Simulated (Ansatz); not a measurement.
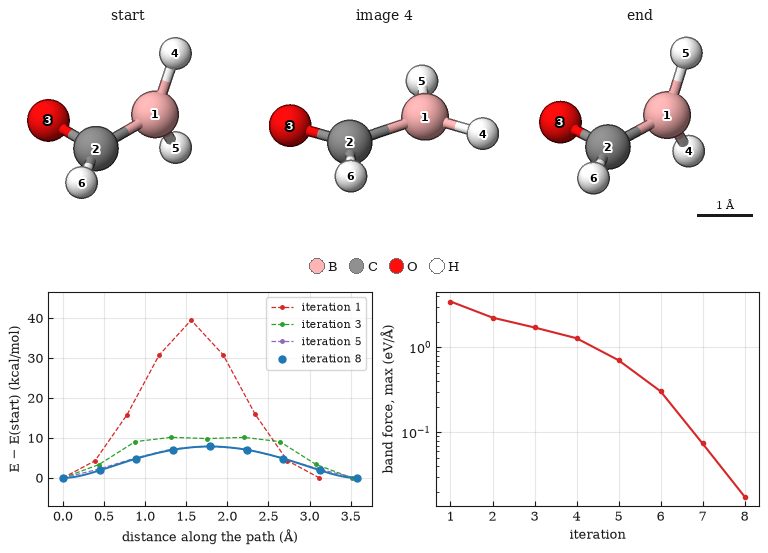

NEB run on CH₃BO. Images are numbered from 0 (start) to 8 (end). The plot follows the band through its iterations. The picture is a ball-and-stick view, seen from a free direction.

Method: RKS PBE/6-31G* (Ansatz). Run with 7 movable images; climbing image; force threshold 0.03 eV/Å; iteration limit 60; starting path by straight interpolation.

How did the profile develop, and is the result final?

Answer. The run is converged, with reservations. The band converged in 8 iterations. The largest component of the band force went from 3.5 to 0.018 eV/Å. The climbing image converged on the top of the path. Its curvatures weren't checked. The straight starting path can push atoms close together and costs iterations. The first iteration put the highest image at 39.5 kcal/mol. The two ends have the same energy, and the highest point, image 4, lies 7.9 kcal/mol above the start.
